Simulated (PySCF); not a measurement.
**C$_{2}$H$_{7}$N, SMILES `CNC`: what the electrons do**

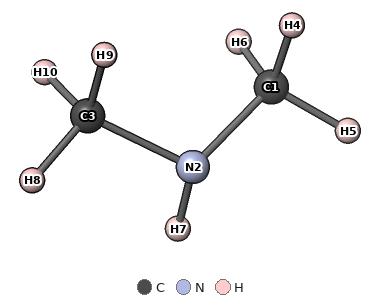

The molecule, with its atoms numbered as below. No frequency check shows the geometry to be a minimum.

Cartesian coordinates (Å):

```
C1       1.2053    0.2233   -0.0207
N2      -0.0000   -0.5606    0.1503
C3      -1.2053    0.2233   -0.0207
H4       1.2310    0.9928    0.7516
H5       2.0712   -0.4244    0.1052
H6       1.2733    0.7191   -1.0020
H7      -0.0002   -1.3304   -0.5134
H8      -2.0712   -0.4243    0.1052
H9      -1.2310    0.9929    0.7516
H10     -1.2732    0.7191   -1.0020
```

Part 1: Bonding charge

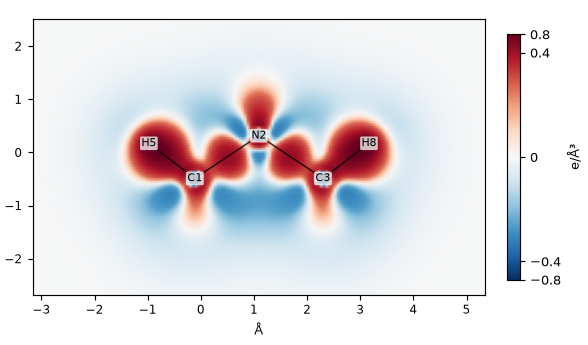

Deformation density (molecule less spherical, spin-averaged free atoms) in the plane of C1, N2, C3, H5 and H8; colour scale in e/Å³, logarithmic beyond ±0.1; red: gain, blue: loss.

Method: ωB97X/def2-TZVP; geometry: GFN2-xTB; program: PySCF.

> Describe the bonding that the map shows.

C1–H5 and C3–H8: +0.76 e/Å³ at the bond critical point (bond length 1.09 Å, Mayer order 1.0). N2–C3 and C1–N2: +0.39 e/Å³ at the bond critical point (bond length 1.45 Å, Mayer order 1.0). In all, 2.2 electrons gather in the regions of gain relative to the promolecule.

> Where do the Hirshfeld charges lie?

The highest Hirshfeld charge is on H7 (+0.11 e), the lowest on N2 (−0.18 e).

| atom | charge (e) |
| --- | --- |
| C1 | −0.09 |
| N2 | −0.18 |
| C3 | −0.09 |
| H4 | +0.04 |
| H5 | +0.05 |
| H6 | +0.03 |
| H7 | +0.11 |
| H8 | +0.05 |
| H9 | +0.04 |
| H10 | +0.03 |

Part 2: Bond critical points

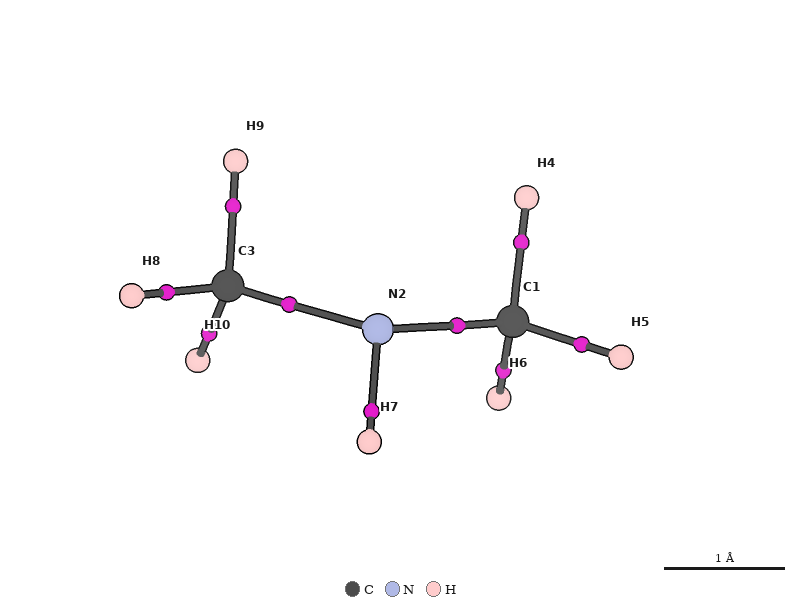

Molecular graph of the electron density (QTAIM): bond paths, bond critical points (magenta), ring points (cyan, if any); weak paths are dashed.

> How many critical points of each kind are there, and does the count close?

10 nuclei, 9 bond, 0 ring and 0 cage critical points: 10 − 9 + 0 − 0 = 1, as the Poincaré–Hopf relation requires.

> What does the calculation give at each kind of bond critical point?

| bond | length (Å) | ρ (a.u.) | ∇²ρ (a.u.) | ε | H (a.u.) |
| --- | --- | --- | --- | --- | --- |
| N2–H7 | 1.016 | 0.340 | −1.57 | 0.05 | −0.454 |
| C1–H5 (2 alike) | 1.089 | 0.283 | −1.00 | 0.03 | −0.289 |
| C1–H4 (2 alike) | 1.090 | 0.282 | −0.99 | 0.03 | −0.287 |
| N2–C3 (2 alike) | 1.448 | 0.277 | −0.74 | 0.04 | −0.302 |
| C1–H6 (2 alike) | 1.102 | 0.275 | −0.93 | 0.03 | −0.274 |

> What kind of interaction is N2–C3?

Shared-shell (covalent): ρ = 0.277, ∇²ρ = −0.74, H = −0.302 a.u.

Part 3: Local ionisation energy

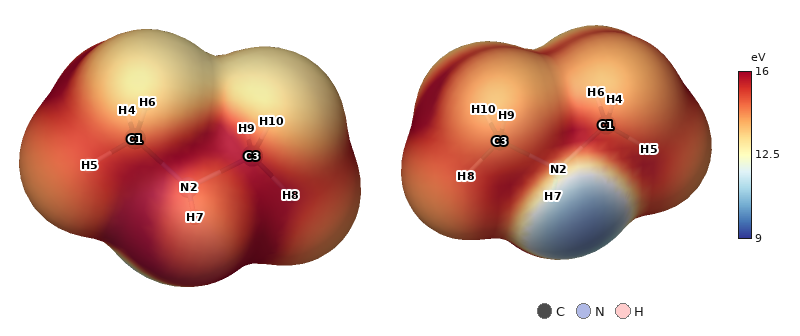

Average local ionisation energy on the surface of electron density 0.001 a.u. (back view left, front view right).

> Where are the most loosely bound electrons on this surface?

The lowest value is 9.9 eV, 2.0 Å from N2. Further minima include 12.8 eV, near H6 (1.62 Å) and H10 (1.74 Å); 13.9 eV, 1.4 Å from H4, and at like points elsewhere. For comparison, the highest occupied orbital lies at −8.8 eV.

Part 4: In an electric field

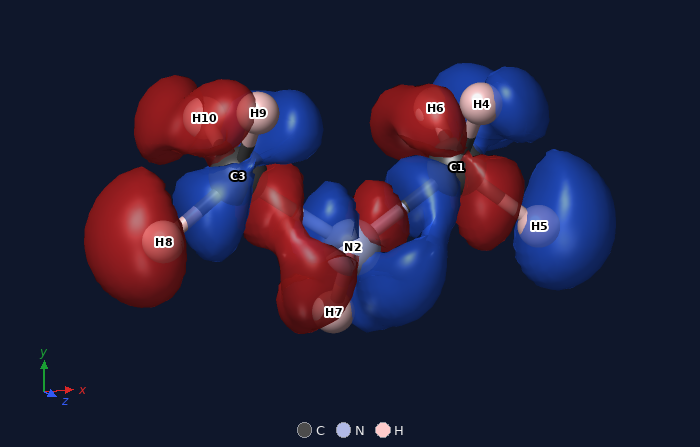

Change of the electron density in a uniform field of 0.21 V/Å, surfaces at ±0.002 e/Å³ (red: gain, blue: loss).

Method: ωB97X/def2-TZVP; geometry: GFN2-xTB; program: PySCF. A basis without diffuse functions makes polarisabilities too small.

> Along which Cartesian direction does the field point?

Along +x: electrons gather on the −x side, against the field.

> How large is the response?

The induced dipole is 0.39 D (along the field); α along this axis, from the fields in both directions, is 38 bohr³ (5.7 Å³).

> Which atoms gain and lose the most charge?

Electrons gather most on H8 (Hirshfeld charge changes by −0.008 e) and leave H5 most (+0.007 e); 0.039 electrons are displaced in all.

Part 5: Removing or adding an electron

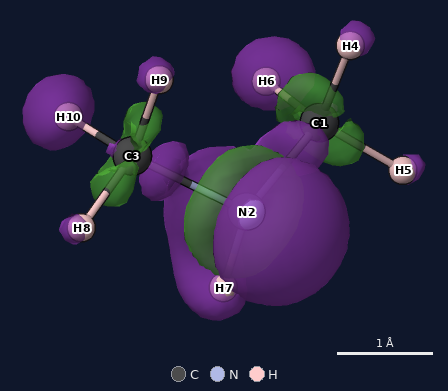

Fukui function f⁻ = ρ(N) − ρ(N−1) at fixed geometry, surfaces at ±0.06 e/Å³ (purple positive, green negative).

Level of theory: ωB97X/def2-TZVP (PySCF), at a geometry from GFN2-xTB.

> On which atoms does the density change most on removal of an electron?

f⁻ (Hirshfeld-condensed) is largest on N2 (0.33); the vertical ionisation energy is 8.87 eV (the stability of the cation's solution wasn't checked). Condensed values hint at sites of electrophilic attack but needn't mark the atom that reacts. Orbital relaxation makes it negative in places (0.23 e in all).

```
atom     f⁻  charge
  C1  +0.07   −0.09
  N2  +0.33   −0.18
  C3  +0.07   −0.09
  H4  +0.06   +0.04
  H5  +0.06   +0.05
  H6  +0.10   +0.03
  H7  +0.10   +0.11
  H8  +0.06   +0.05
  H9  +0.06   +0.04
 H10  +0.10   +0.03
```
